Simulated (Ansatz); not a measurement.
Co (hcp, Mg type)

```xyz
2
Lattice="2.4573 0.0000 0.0000 -1.2286 2.1281 0.0000 0.0000 0.0000 3.9686" Properties=species:S:1:pos:R:3 pbc="T T T"
Co     0.0000     1.4187     2.9765
Co     1.2286     0.7094     0.9922
```

E(V) scan at fixed shape, V₀ the volume above. Symmetry pins the atoms to their sites.

All values below come from PBEsol (plane waves to 420 eV, PAW, scalar-relativistic; Ansatz, an electronic-structure program). k mesh 22×22×12 (Γ-centred), Fermi-Dirac smearing 0.05 eV. The energy includes the smearing's −TS. With the shape held, the modulus is that of even scaling; a crystal free to change shape is softer. Co was relaxed with its symmetry unable to fall. Relaxed Co ends ferromagnetic. The magnetic order is the one the run started from; other orders were not tried. ΔE is measured from the relaxed starting cell.

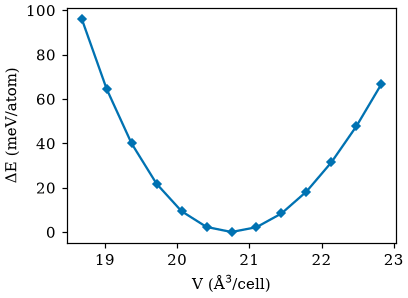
Figure: ΔE (meV/atom) against V (Å³/cell); one marker a computed point.

The equilibrium volume of the fit is 10.38 Å³/atom and the energy cost of the largest expansion comes out as 67 meV/atom. The pressure for 5 % compression (fit) is 14.1 GPa. The pressure derivative B₀′ (fit) is 4.5 and the energy cost of the largest compression is 96 meV/atom.

P = (3B₀/2)(x⁷ − x⁵)[1 + ¾(B₀′ − 4)(x² − 1)] with x = (1/0.95)^(1/3), B₀ = 245 GPa and B₀′ = 4.55.

(Under strain, the slope of the energy per volume gives the stress and its curvature an elastic modulus.)
